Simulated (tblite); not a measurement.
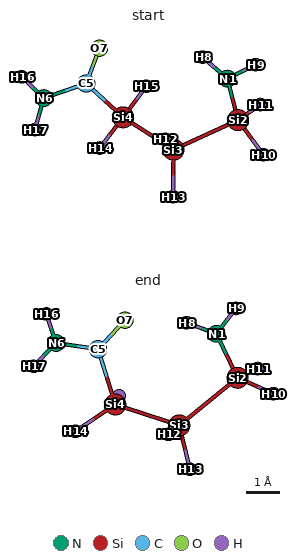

The structure of CH10N2OSi3 before (top) and after (bottom) a relaxation, at one scale.

A ball-and-stick model, seen at a tilt.

Theory: GFN2-xTB geometry optimisation, gas phase in tblite 0.8.0. 

**Describe what moved and what it gained.**

H15 moves most after the best rigid fit: 1.70 Å. Largest moves by element: H 1.70 Å, O 1.02 Å, N 0.74 Å, Si 0.72 Å, C 0.46 Å. Some distances before and after: Si4–C5 1.825 → 1.919 Å, Si3–Si4 2.223 → 2.315 Å, Si2–Si3 2.243 → 2.315 Å, N1–Si2 1.780 → 1.714 Å. Bond angles that change, for instance: H12–Si3–H13 113.7° → 102.2°, Si2–Si3–Si4 107.3° → 116.4°, C5–Si4–H14 112.1° → 103.6°. Groups turn about Si3–Si4 by about 60°, Si4–C5 by about 30°. Over 145 geometry steps the energy falls by 88.5 kJ/mol. The run took 1 s on 1 thread of Intel(R) Xeon(R) 6975P-C, on a shared host.
